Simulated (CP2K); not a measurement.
**MNDO run of CH5BCl− (SMILES C[BH2-]Cl)**

What is the energy difference between two shapes of CH5BCl− at MNDO? 

The results are computed with CP2K 2026.2.

5 further runs of the same task are left out: 1 that didn't finish, 4 set aside as unsound or not needed.

## (1) The structure to begin with

The species is CH5BCl− (8 atoms), meant as a singlet with charge -1. As SMILES, `C[BH2-]Cl`. The coordinates come from a GFN2-xTB relaxation.

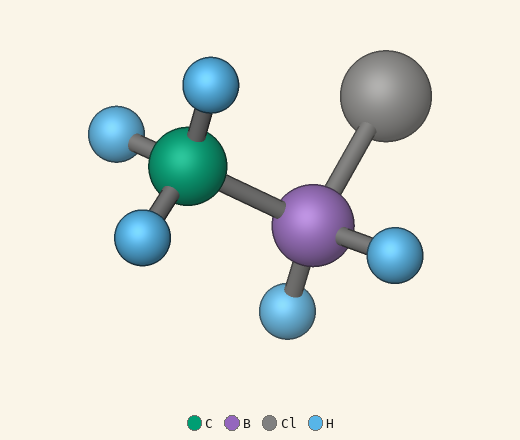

The structure, seen from a chosen angle (carbon teal, boron purple, chlorine grey, hydrogen blue).

## (2) Energy and gradient at MNDO

File run.inp:

```
&FORCE_EVAL
  METHOD QUICKSTEP
  &DFT
    CHARGE -1
    &QS
      METHOD MNDO
      EPS_DEFAULT 1.0E-10
      &SE
        &COULOMB
          CUTOFF [angstrom] 50
          RC_RANGE [angstrom] 0
        &END COULOMB
        &EXCHANGE
          CUTOFF [angstrom] 50
          RC_RANGE [angstrom] 0
        &END EXCHANGE
      &END SE
    &END QS
    &POISSON
      PERIODIC NONE
      POISSON_SOLVER ANALYTIC
    &END POISSON
    &SCF
      SCF_GUESS ATOMIC
      EPS_SCF 1.0E-06
      MAX_SCF 80
      ADDED_MOS 8
      &DIAGONALIZATION
        ALGORITHM STANDARD
      &END DIAGONALIZATION
      &MIXING
        METHOD DIRECT_P_MIXING
        ALPHA 0.4
      &END MIXING
    &END SCF
    &PRINT
      &MOMENTS
        PERIODIC F
        REFERENCE COM
        MAX_MOMENT 1
      &END MOMENTS
      &MO ON
        ENERGIES T
        OCCUPATION_NUMBERS T
        NDIGITS 6
        &EACH
          QS_SCF 0
        &END EACH
        ADD_LAST NUMERIC
      &END MO
      &HIRSHFELD OFF
      &END HIRSHFELD
    &END PRINT
  &END DFT
  # structure
  &SUBSYS
    &CELL
      ABC 13.2 12.8 12
      PERIODIC NONE
    &END CELL
    &COORD
      UNIT bohr
      C     -0.4739622     1.5367442    -0.2195106
      B      0.0855290    -1.4737785     0.1357012
      Cl     3.5739823    -1.8625141     0.8747542
      H     -0.0341285     2.6228643     1.4797500
      H      0.6183751     2.3607593    -1.7649853
      H     -2.4719129     1.8537457    -0.6471934
      H     -1.0228710    -2.3701323     1.9206987
      H     -0.2750118    -2.6676886    -1.7791960
    &END COORD
    &TOPOLOGY
      &CENTER_COORDINATES
      &END CENTER_COORDINATES
    &END TOPOLOGY
  &END SUBSYS
  # extra output
  &PRINT
    &FORCES ON
    &END FORCES
  &END PRINT
&END FORCE_EVAL

&GLOBAL
  PROJECT run
  RUN_TYPE ENERGY_FORCE
  PRINT_LEVEL MEDIUM
&END GLOBAL
```

Started as:

```bash
$ OMP_NUM_THREADS=1 cp2k.psmp -i run.inp > run.out 2>&1
```

The program printed:

```text
CP2K| version string:                                       CP2K version 2026.2
[...]
 GLOBAL| Method name                                                        CP2K
[...]
 GLOBAL| Run type                                                   ENERGY_FORCE
[...]
 *** WARNING in qs_environment.F:2210 :: More added MOs requested than     ***
 *** available. The full set of unoccupied MOs will be used. Use           ***
 *** 'ADDED_MOS -1' to always use all available MOs and to get rid of this ***
[...]
                             - Atoms:                                          8
[...]
                             - Spherical basis functions:                     17
[...]
 Number of electrons:                                                         20
[...]
     1 P_Mix/Diag. 0.40E+00    0.0     0.81141633       -18.7751571034 -1.88E+01
[...]
    16 DIIS/Diag.  0.11E-06    0.0     0.00000013       -23.0620890823 -2.69E-12
  *** SCF run converged in    16 steps ***
  Core-core repulsion energy [eV]:                            849.80468680202148
  Core Hamiltonian energy [eV]:                             -1015.41340334581514
  Two-electron integral energy [eV]:                         -923.88528401905614
  Electronic energy [eV]:                                   -1477.35604535534321
  Total energy [eV]:                                         -627.55135855332173
  Atomic reference energy [eV]:                               623.31450984805622
  Heat of formation [kcal/mol]:                               -97.70405996536842
[...]
 SE_DIPOLE| Moment [Debye]         -1.50324785      -1.30845914      -0.20006391
 SE_DIPOLE| Derivative [a.u.]       0.00000000       0.00000000       0.00000000
 ENERGY| Total FORCE_EVAL ( QS ) energy [hartree]            -23.062089082327983
 FORCES| Atomic forces [hartree/bohr]
 FORCES|   Atom     x               y               z               |f|
 FORCES|      1  6.32813461E-03 -3.91735832E-02  4.39454297E-03   3.99240143E-02
 FORCES|      2 -1.93499799E-02  1.76781913E-02 -5.44936954E-03   2.67700541E-02
 FORCES|      3  9.68893384E-03 -4.12896216E-03  2.24883267E-03   1.07694483E-02
 FORCES|      4  2.56040804E-03  7.40269322E-03  1.25267874E-02   1.47741652E-02
 FORCES|      5  7.42227349E-03  5.46776640E-03 -1.15549080E-02   1.47818305E-02
 FORCES|      6 -1.44470154E-02  1.21669485E-03 -2.99181373E-03   1.48036330E-02
 FORCES|      7  6.45052049E-03  4.67728733E-03 -1.25806820E-02   1.48916013E-02
 FORCES|      8  1.34672486E-03  6.85991227E-03  1.34066103E-02   1.51198301E-02
 FORCES| Sum     1.19348975E-15  1.38777878E-16  1.11022302E-16
 FORCES| Total atomic force                                       1.20664951E-15
[...]
```

Run time: 0.26 s. Hardware: 1 thread of Arm Neoverse V1, shared host.

## (3) The distorted shape at the same level

File molecule.inp:

```
&global
 project molecule
 run_type ENERGY_FORCE
 print_level MEDIUM
&end global
&force_eval
 method QS
 &dft
  charge -1
  &qs
   method MNDO
   eps_default 1.0E-10
   &se
    &coulomb
     cutoff [angstrom] 50
     rc_range [angstrom] 0
    &end coulomb
    &exchange
     cutoff [angstrom] 50
     rc_range [angstrom] 0
    &end exchange
   &end se
  &end qs
  &poisson
   periodic NONE
   poisson_solver ANALYTIC
  &end poisson
  # SCF settings
  &scf
   scf_guess ATOMIC
   eps_scf 1.0E-06
   max_scf 80
   added_mos 8
   &diagonalization
    algorithm STANDARD
   &end diagonalization
   &mixing
    method DIRECT_P_MIXING
    alpha 0.4
   &end mixing
  &end scf
  # extra output
  &print
   &moments
    periodic F
    reference COM
    max_moment 1
   &end moments
   &mo ON
    energies T
    occupation_numbers T
    ndigits 6
    &each
     qs_scf 0
    &end each
    add_last NUMERIC
   &end mo
   &hirshfeld OFF
   &end hirshfeld
  &end print
 &end dft
 &subsys
  &cell
   abc 13.2 12.9 12
   periodic NONE
  &end cell
  &coord
   UNIT bohr
   C     -0.3381495     1.6028317    -0.2360495
   B     -0.0708043    -1.2961310     0.1158931
   Cl     3.5055988    -1.8397296     0.9239136
   H     -0.0927062     2.6952276     1.4653447
   H      0.5938710     2.2146362    -1.7613060
   H     -2.6286109     1.9860870    -0.7429723
   H     -1.1028706    -2.2436208     1.9640509
   H     -0.3349577    -2.8355681    -1.7226006
  &end coord
  &topology
   &center_coordinates
   &end center_coordinates
  &end topology
 &end subsys
 # extra output
 &print
  &forces ON
  &end forces
 &end print
&end force_eval
```

Started as:

```bash
$ OMP_NUM_THREADS=1 cp2k.psmp -i molecule.inp -o molecule.out
```

The program printed:

```text
CP2K| version string:                                       CP2K version 2026.2
[...]
 GLOBAL| Method name                                                        CP2K
[...]
 GLOBAL| Run type                                                   ENERGY_FORCE
[...]
 *** WARNING in qs_environment.F:2210 :: More added MOs requested than     ***
 *** available. The full set of unoccupied MOs will be used. Use           ***
 *** 'ADDED_MOS -1' to always use all available MOs and to get rid of this ***
[...]
                             - Atoms:                                          8
[...]
                             - Spherical basis functions:                     17
[...]
 Number of electrons:                                                         20
[...]
     1 P_Mix/Diag. 0.40E+00    0.0     0.83501801       -18.7864111104 -1.88E+01
[...]
    16 DIIS/Diag.  0.18E-06    0.0     0.00000040       -23.0353831435 -1.84E-11
  *** SCF run converged in    16 steps ***
  Core-core repulsion energy [eV]:                            849.28470292702082
  Core Hamiltonian energy [eV]:                             -1017.17454871498990
  Two-electron integral energy [eV]:                         -917.86961442466043
  Electronic energy [eV]:                                   -1476.10935592732017
  Total energy [eV]:                                         -626.82465300029924
  Atomic reference energy [eV]:                               623.31450984805622
  Heat of formation [kcal/mol]:                               -80.94583047243682
[...]
 SE_DIPOLE| Moment [Debye]         -1.44503873      -1.74830649      -0.03800637
 SE_DIPOLE| Derivative [a.u.]       0.00000000       0.00000000       0.00000000
 ENERGY| Total FORCE_EVAL ( QS ) energy [hartree]            -23.035383143488296
 FORCES| Atomic forces [hartree/bohr]
 FORCES|   Atom     x               y               z               |f|
 FORCES|      1 -1.31777373E-01 -3.39974792E-02  3.08315851E-02   1.39541002E-01
 FORCES|      2  6.12001482E-03 -5.85441484E-02  2.37328274E-03   5.89109868E-02
 FORCES|      3  3.07547225E-04 -1.97157461E-03  1.23289346E-04   1.99922285E-03
 FORCES|      4  9.71601833E-03  1.40259713E-02  1.64245603E-02   2.36832233E-02
 FORCES|      5  5.03030375E-02  3.99163817E-02 -7.14366769E-02   9.60568161E-02
 FORCES|      6  6.05645964E-02 -8.98222979E-03  1.27130844E-02   6.25329778E-02
 FORCES|      7  5.33614839E-03  1.34678684E-02 -1.91859526E-02   2.40407723E-02
 FORCES|      8 -5.69989330E-04  3.60852106E-02  2.81568275E-02   4.57741657E-02
 FORCES| Sum     6.24500451E-16  1.66533454E-16  2.77555756E-16
 FORCES| Total atomic force                                       7.03399888E-16
[...]
```

It took 0.26 s on 1 thread of Arm Neoverse V1, shared host.

## (4) Results

Level: MNDO.

```
                                                  quantity           value
                                 first shape: total energy    -23.06209 Eh
                                  first shape: HOMO energy        -5.28 eV
                                  first shape: LUMO energy         8.04 eV
                                first shape: HOMO–LUMO gap        13.32 eV
    first shape: heat of formation at this unrelaxed shape  -97.7 kcal/mol
                     first shape: largest force on an atom      2.053 eV/Å
                             distorted shape: total energy    -23.03538 Eh
                              distorted shape: HOMO energy        -5.15 eV
                              distorted shape: LUMO energy         7.85 eV
                            distorted shape: HOMO–LUMO gap        13.00 eV
distorted shape: heat of formation at this unrelaxed shape  -80.9 kcal/mol
                 distorted shape: largest force on an atom      7.175 eV/Å
                    energy change with the atoms displaced        0.727 eV
```

With the atoms displaced the energy rises by 0.73 eV (70.1 kJ/mol). The first shape isn't relaxed at this level, so the change isn't measured from a minimum. The largest force (first shape) is 2.05 eV/Å: the shape isn't a stationary point for this species at this level.
